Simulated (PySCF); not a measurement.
# CH₃Cl₃Si, SMILES `C[Si](Cl)(Cl)Cl`: electronic structure

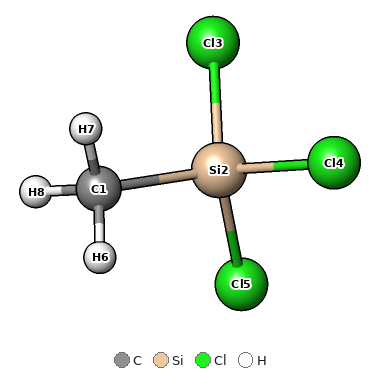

The molecule, with its atoms numbered as below. No frequency check shows the geometry to be a minimum.

Geometry (Å), atoms numbered from 1:

```
C1      -0.0013    0.0000   -2.1300
Si2      0.0000    0.0002   -0.2305
Cl3      0.5718   -1.8123    0.4621
Cl4      1.2838    1.4011    0.4620
Cl5     -1.8551    0.4110    0.4628
H6      -0.3209    0.9606   -2.5238
H7       0.9913   -0.2029   -2.5241
H8      -0.6724   -0.7576   -2.5237
```

### 1. Bonding charge

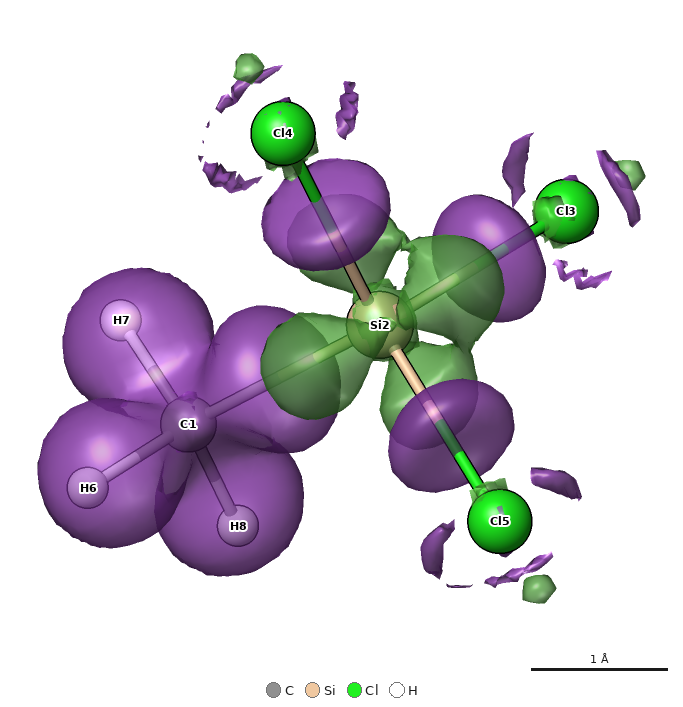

Deformation density (molecule less spherical, spin-averaged free atoms at the same positions), surfaces at ±0.09 e/Å³; purple: gain, green: loss.

Method: M06-2X/def2-SVPD; geometry: GFN2-xTB; program: PySCF.

Describe the bonding that the map shows.

Answer. C1–H8, C1–H6 and C1–H7: +0.66 e/Å³ at the bond critical point (bond length 1.09 Å). C1–Si2: +0.18 e/Å³ at the bond critical point (bond length 1.90 Å). Si2–Cl4, Si2–Cl5 and Si2–Cl3: +0.05 e/Å³ at the bond critical point (bond length 2.02 Å); up to 0.6 Å beside the axis the gain reaches +0.20 e/Å³. In all, 1.8 electrons gather in the regions of gain relative to the promolecule. A small or negative value marks a very polar bond, one between electron-rich atoms, whose free-atom densities already overlap strongly, a long bond to a heavier atom, or a closed-shell contact such as a hydrogen bond.

### 2. Bond critical points

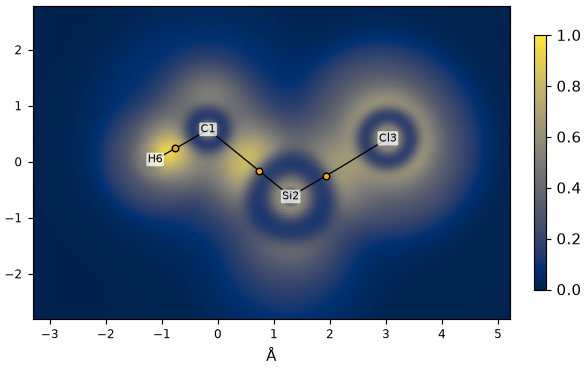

Localised orbital locator (LOL) in the plane of C1, Si2, Cl3 and H6, with bond paths and bond critical points (dots).

What values does LOL take at the bond critical points in this plane?

Answer. C1–H6: about 0.88; C1–Si2: about 0.37; Si2–Cl3: about 0.32. Values above 0.5 mark slow, localised electrons, as in shared pairs; low values at a critical point mark a polar or closed-shell contact whose critical point lies between the shells.

Where along Si2–Cl3 does the critical point lie?

Answer. 0.74 Å from Si2 and 1.29 Å from Cl3.

### 3. Electrostatic potential

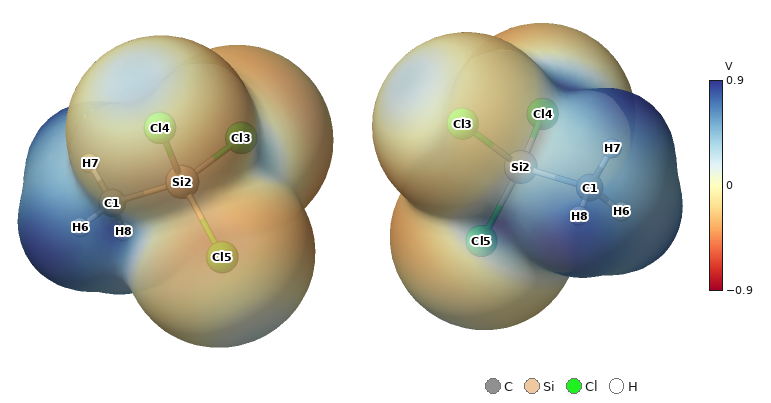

Electrostatic potential on the surface of electron density 0.001 a.u. (back view left, front view right).

Where are the extremes of the potential on the surface?

Answer. Highest: 0.88 V, 1.3 Å from H6, and at like points elsewhere. Lowest: −0.34 V, 2.1 Å from Cl4, and at like points elsewhere. The surface is sampled at points, so like sites can differ by a few per cent and only the strongest of them is named.

### 4. In an electric field

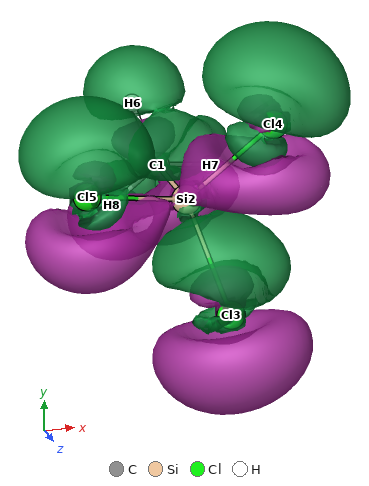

Change of the electron density in a uniform field of 0.26 V/Å, surfaces at ±0.0015 e/Å³ (green: gain, purple: loss).

Computed with PySCF, HF/def2-SVPD, geometry: GFN2-xTB.

The field was applied in both directions; the picture shows the one opposite to the script's first.

Along which Cartesian direction does the field point?

Answer. Along −y: electrons gather on the +y side, against the field.

What dipole is induced, and what polarisability does it imply?

Answer. The induced dipole is 0.91 D (along the field); α along this axis, from the fields in both directions, is 71 bohr³ (10.6 Å³).

### 5. Removing or adding an electron

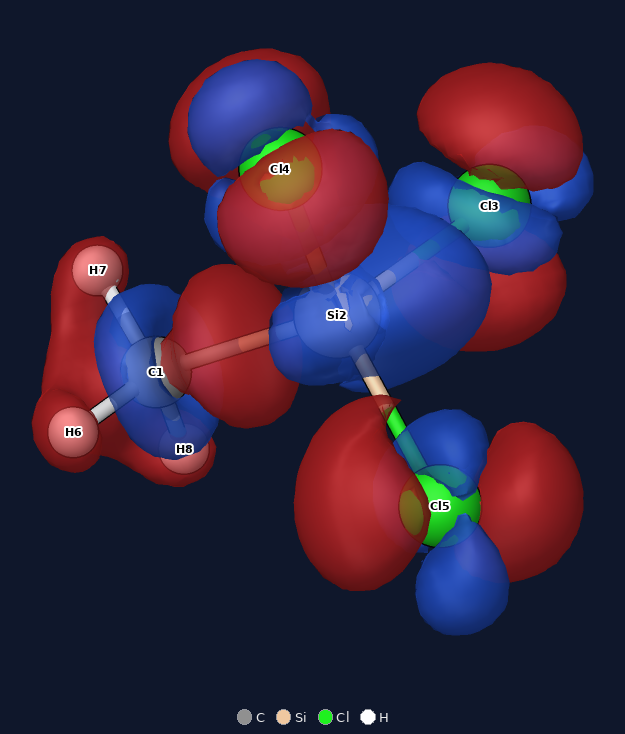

Dual descriptor f⁺ − f⁻ at ±0.02 e/Å³ (blue positive, red negative).

Method: LDA (SVWN)/def2-SVP; geometry: GFN2-xTB; program: PySCF.

Which atoms come out as electrophilic, and which as nucleophilic?

Answer. Electrophilic (positive): Si2 (+0.08) and H6, H7 and H8 (+0.06). Nucleophilic (negative): Cl3, Cl4 and Cl5 (−0.08). f⁻ (Hirshfeld-condensed) is largest on Cl3, Cl4 and Cl5 (0.25 each); the vertical ionisation energy is 10.63 eV. f⁺ (Hirshfeld-condensed) is largest on Cl3, Cl4 and Cl5 (0.16 each), Si2 (0.14) and H6, H7 and H8 (0.10 each); the vertical electron affinity is −2.45 eV (the stability of the anion's solution wasn't checked; negative, but this basis has no diffuse functions, so it doesn't show that the anion is unbound).

### 6. Localised orbitals

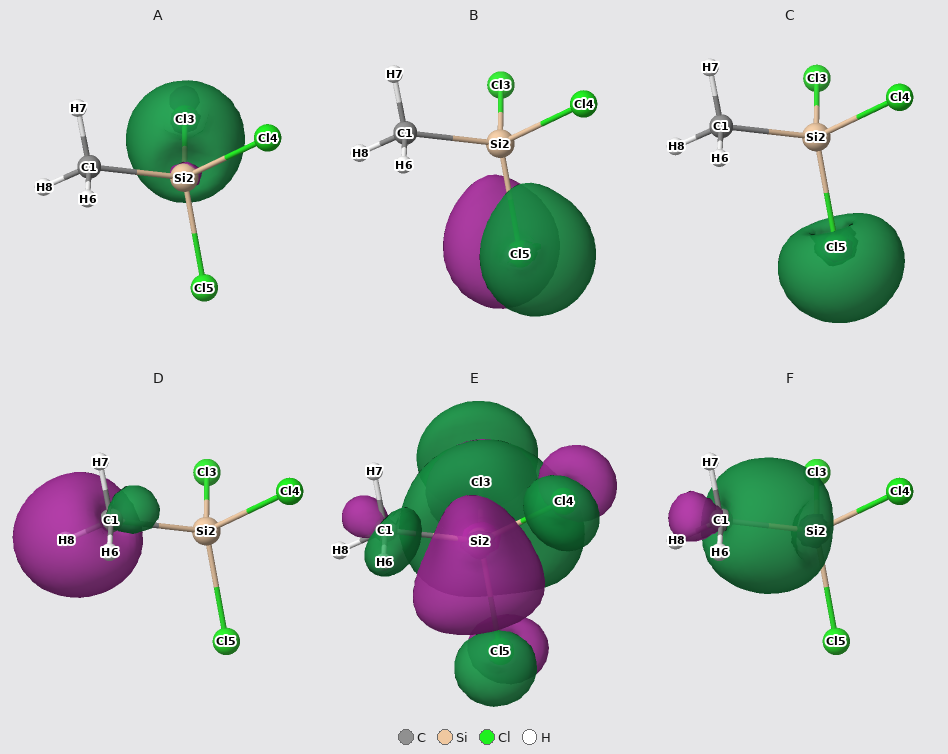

Intrinsic bond orbitals (IBO), occupied and valence-virtual; each surface holds about 85 % of the orbital's density. Energies are diagonal elements of the Fock matrix.

Method: B3LYP/def2-TZVP; geometry: GFN2-xTB; program: PySCF.

Name the orbitals, with their atomic make-up and energies.

Answer. By panel:
- A: σ bond Cl3–Si2 (Cl3 72 %, Si2 28 %; −17.1 eV)
- B: lone pair on Cl5 (p-type) (Cl5 96 %, Si2 3 %; −9.7 eV)
- C: lone pair on Cl5 (sp0.4-type) (Cl5 100 %; −18.0 eV)
- D: σ bond C1–H8 (C1 58 %, H8 41 %; −13.8 eV)
- E: σ* orbital Si2–Cl3, mostly on Si2 (Si2 68 %, Cl3 24 %, Cl4 3 %; 2.9 eV)
- F: σ bond C1–Si2 (C1 61 %, Si2 39 %; −12.9 eV)

Which has the smallest and which the largest spatial spread?

Answer. Smallest: D (0.86 Å); largest: E (1.73 Å).
